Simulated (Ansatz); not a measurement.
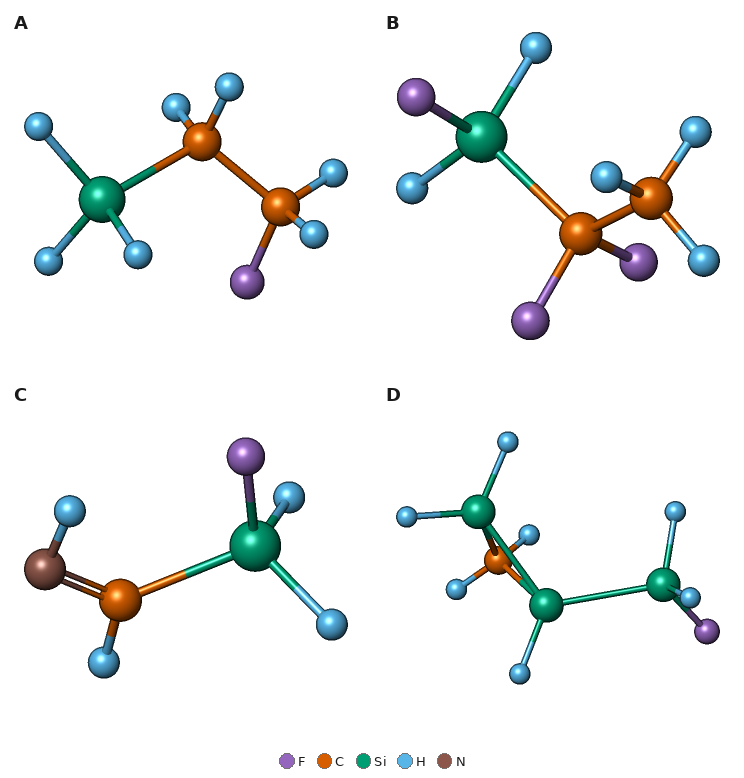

(Drawn from a calculation with Ansatz.)

### Match each picture to its SMILES.
(1) F[SiH2][Si@@H]1C[SiH2]1
(2) [H]/N=C\[SiH2]F
(3) CC(F)(F)[SiH2]F
(4) FCC[SiH3]

A is (4), B is (3), C is (2), D is (1).
